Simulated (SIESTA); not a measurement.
Band structure of Mo (Im-3m, 1 atom in the cell).

```
Mo
1.0
   -1.56797     1.56797     1.56797
    1.56797    -1.56797     1.56797
    1.56797     1.56797    -1.56797
Mo
1
Cartesian
  0.00000   0.00000   0.00000
```

Method: GGA PBE, numerical atomic orbitals DZP, PseudoDojo PBE standard norm-conserving potentials (rewritten from UPF to PSML) run with SIESTA 5.4.2.

Settings: XC.functional = GGA; XC.authors = PBE; potentials = PseudoDojo PBE standard; PAO.BasisSize = DZP; PAO.EnergyShift = 0.01 Ry; MeshCutoff = 400 Ry; kgrid.MonkhorstPack = 15 15 15; OccupationFunction = MP; OccupationMPOrder = 0; ElectronicTemperature = 0.05 eV; MaxSCFIterations = 150; SCF.Mixer.Method = Pulay; SCF.Mixer.Weight = 0.2; SCF.Mixer.History = 6.

The starting cell comes from a database of computed structures (which also holds hypothetical and non-ambient phases and stackings), without a prior relaxation at this level. Its lattice was rescaled by a random factor within 2.5 % of one. Spin polarisation is off. Values carry the incompleteness of an atom-centred basis.

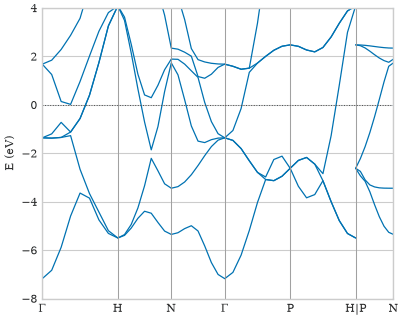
*Bands along the path, energies from the Fermi level.*

Levels in eV from the Fermi level, bands 4 to 9:
| point | 4 | 5 | 6 | 7 | 8 | 9 |
|---|---|---|---|---|---|---|
| Γ | -34.60 | -7.18 | -1.36 | -1.36 | -1.36 | 1.68 |
| H | -35.58 | -5.50 | -5.50 | 4.09 | 4.09 | 4.09 |
| N | -34.59 | -5.35 | -3.45 | 1.73 | 1.89 | 2.34 |
| P | -35.33 | -2.62 | -2.62 | -2.62 | 2.47 | 2.47 |

Bands cross the Fermi level along this path, so the cell is metallic at this level.

Higher empty bands are left out: an atom-centred basis made for the valence describes them poorly.
